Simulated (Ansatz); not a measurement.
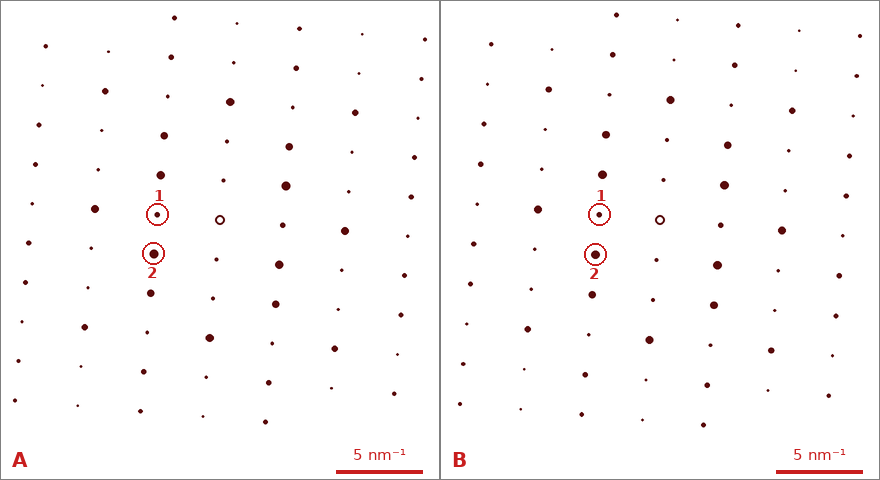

Kinematic electron diffraction patterns (120 kV, B = 0.5 Å², same scale) along [110] of the run's own cell, for the start and the end of one relaxation of AgAs2 with Ansatz, DFT PBE, scalar-relativistic, plane waves, PAW. k mesh 12×12×16. The start is a generated model structure, and the relaxation ends in the nearest stationary point of its symmetry, not necessarily the ground state. Spot 1 is 0 0 -1 and spot 2 is -1 1 -1 in both.

Start structure:

```
CELL_PARAMETERS angstrom
4.99445 0.00000 0.00000
-2.49722 4.32532 0.00000
0.00000 0.00000 2.71804
ATOMIC_POSITIONS crystal
Ag 0.00000 0.00000 0.00000
As 0.33333 0.66667 0.50000
As 0.66667 0.33333 0.50000
```

### Which pattern belongs to the start structure, and which to the relaxed one?

A is the start: its cell gives d(1) = 2.718 Å, d(2) = 2.301 Å and an angle of 32.1°. B is the relaxed structure, with d(1) = 2.793 Å (+2.8 %), d(2) = 2.335 Å (+1.5 %) and 33.3°.

### What did the relaxation do to the structure and the energy?

The volume changed by -0.4 % to 19.48 Å³ an atom; the fractional coordinates hardly changed; the space group stayed P6/mmm (No. 191); the free energy fell by 7.3 meV an atom. Relaxed cell: a = 4.916 Å, b = 4.916 Å, c = 2.793 Å, α = 90.00°, β = 90.00°, γ = 120.00°.
